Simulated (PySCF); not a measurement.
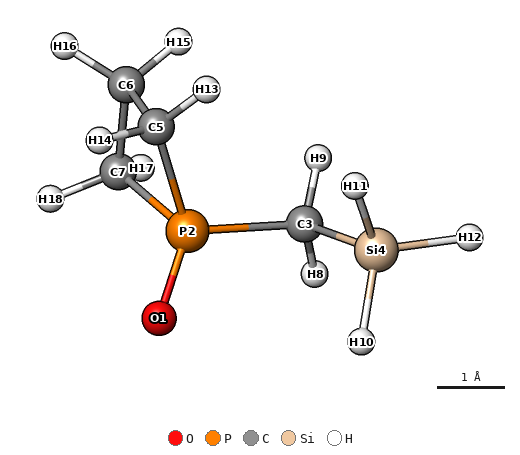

*The structure (ball-and-stick view, seen at a tilt; atoms are numbered from 1 in the order of the input).*

Bond lengths as drawn: C–C 1.54 Å, C–H 1.09 Å, C–P 1.82 to 1.86 Å, C–Si 1.90 Å, H–Si 1.46 to 1.47 Å and O–P 1.47 Å.

**Run report: C4H11OPSi, excited-state calculation**

- system: C4H11OPSi, SMILES O=P1(C[SiH3])CCC1
- method: TDDFT B3LYP/def2-SVPD, vertical, gas phase, core orbitals frozen in the response (PySCF 2.14.0)

The geometry comes from this level: GFN2-xTB.

## The program's output
```
coarse grid: 15504 points
cycle   1  E = -864.4856407486  dE =  8.535e-01  |g| = 9.575e-01  |ddm| = 6.942e+00
cycle   2  E = -863.6570817027  dE =  8.286e-01  |g| = 2.156e+00  |ddm| = 3.867e+00
cycle   3  E = -864.6567542967  dE = -9.997e-01  |g| = 3.080e-01  |ddm| = 3.316e+00
cycle   4  E = -864.6783220786  dE = -2.157e-02  |g| = 1.056e-01  |ddm| = 5.703e-01
cycle   5  E = -864.6811426435  dE = -2.821e-03  |g| = 1.277e-02  |ddm| = 1.977e-01
cycle   6  E = -864.6811794355  dE = -3.679e-05  |g| = 4.948e-03  |ddm| = 3.807e-02
cycle   7  E = -864.6811854823  dE = -6.047e-06  |g| = 1.016e-03  |ddm| = 9.797e-03
final grid: 138984 points
cycle   8  E = -864.8060680210  dE = -3.803e-05  |g| = 5.923e-03  |ddm| = 1.498e-01
cycle   9  E = -864.8060513396  dE =  1.668e-05  |g| = 1.051e-02  |ddm| = 2.268e-02
cycle  10  E = -864.8060761094  dE = -2.477e-05  |g| = 1.769e-03  |ddm| = 1.302e-02
cycle  11  E = -864.8060767461  dE = -6.367e-07  |g| = 1.332e-04  |ddm| = 2.087e-03
cycle  12  E = -864.8060767502  dE = -4.087e-09  |g| = 5.860e-05  |ddm| = 4.622e-04
cycle  13  E = -864.8060767511  dE = -9.213e-10  |g| = 1.855e-05  |ddm| = 1.561e-04
```

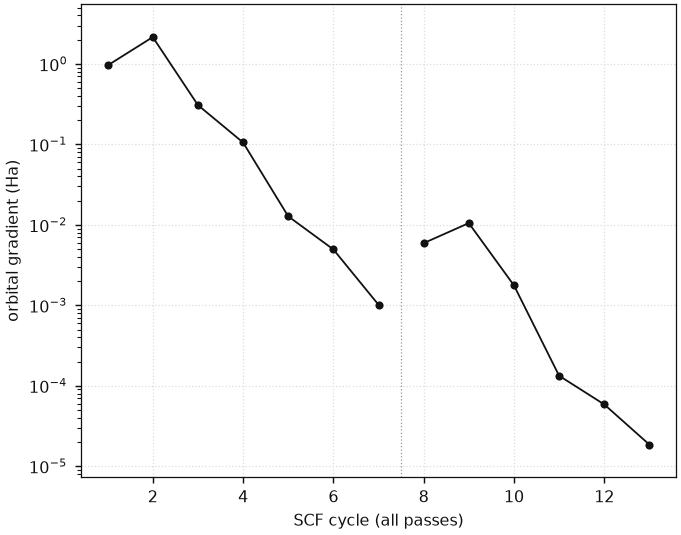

*Convergence of the self-consistent field: orbital gradient against the SCF cycle. The dotted line marks the change from a coarse to the final integration grid.*

The first 7 cycles use a coarse grid, the final grid takes over at cycle 8, and the field converges after 13 cycles in all.

```
converged SCF energy = -864.8060767511

Static polarisability (au): isotropic 97.985, principal 88.013 90.823 115.121

Singlet excitations
state   eV       nm        f      main configurations
  1   6.5248    190.0   0.02308   H->L 0.94
  2   6.5979    187.9   0.02063   H-1->L 0.95
  3   6.8307    181.5   0.00350   H->L+1 0.79, H->L+4 0.08
  4   6.9097    179.4   0.00395   H-1->L+1 0.84
  5   7.0711    175.3   0.02760   H->L+2 0.72, H->L+3 0.10, H->L+4 0.09
  6   7.1608    173.1   0.01656   H->L+3 0.61, H->L+2 0.17
  7   7.2138    171.9   0.00622   H-1->L+2 0.75, H-1->L+3 0.17
  8   7.3088    169.6   0.01582   H->L+4 0.70

Triplet excitations (Tamm-Dancoff, eV): 6.3793 6.4811 6.6332
```

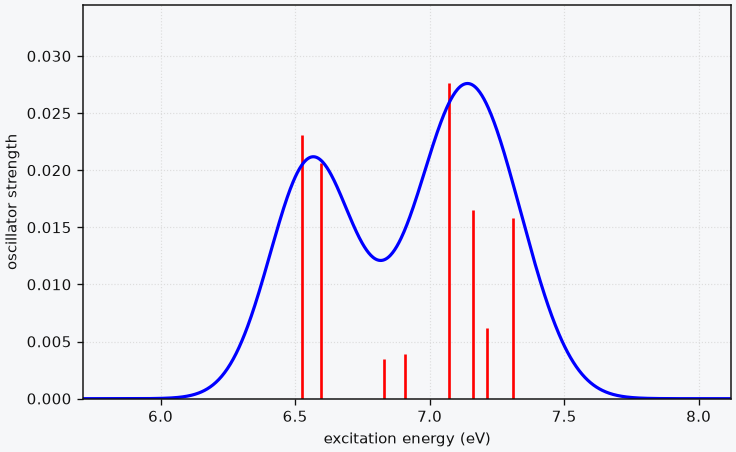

*Computed excitations as sticks (degenerate states added up, dark ones marked on the axis), with a Gaussian envelope of 0.35 eV full width at half maximum, scaled to the tallest.*

Of the 8 states the lowest lies at 6.52 eV (f = 0.023); the strongest line is at 7.07 eV, or 175 nm (f = 0.028).

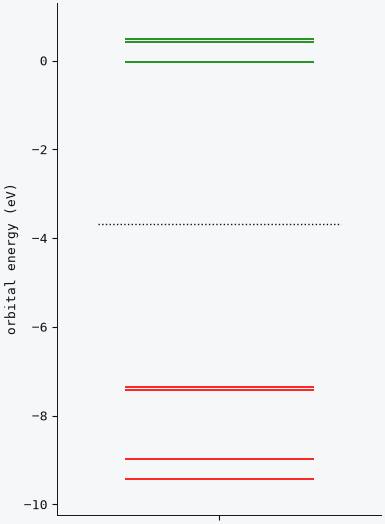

*Orbital energies near the frontier; the dotted line parts filled from empty levels, and levels within 0.02 eV of each other stand side by side.*

Highest filled −7.35 eV, lowest empty −0.03 eV, 7.32 eV apart.

The run was set up as follows.

## The input
```
{"job": {"kind": "uv", "xc": "B3LYP", "basis": "def2-SVPD", "nstates": 8, "ntriplets": 3}, "charge": 0, "multiplicity": 1}
O      0.223423     0.436837     2.283900
P     -0.103352    -0.021333     0.929901
C      1.295050    -0.707642    -0.008140
Si     2.632007     0.638047    -0.166137
C     -1.121544     1.038843    -0.201436
C     -1.998327    -0.179099    -0.549787
C     -1.604641    -1.077795     0.638051
H      1.669008    -1.555068     0.566738
H      0.945206    -1.065935    -0.973365
H      3.151407     1.001559     1.145523
H      2.051017     1.803098    -0.840407
H      3.691001     0.069078    -1.006425
H     -0.651603     1.539264    -1.044804
H     -1.663329     1.776133     0.392340
H     -1.685128    -0.624603    -1.493887
H     -3.063928     0.038886    -0.612177
H     -1.486460    -2.135874     0.414588
H     -2.288566    -0.968078     1.480544
```

The first line tells a small driver script what to run in PySCF; the rest is the geometry in Å.

Command:
```bash
OMP_NUM_THREADS=1 python <driver script> task.json out
```

## Summary

```csv
quantity,value
outcome,converged
total energy,−864.806077 hartree
HOMO,−7.35 eV
LUMO,−0.03 eV
dipole moment,4.15 D
mean polarisability,97.99 a.u.
lowest singlet excitation,6.52 eV
hardware,"1 CPU thread, shared host"
wall time,43 s
peak memory,1 GiB
```
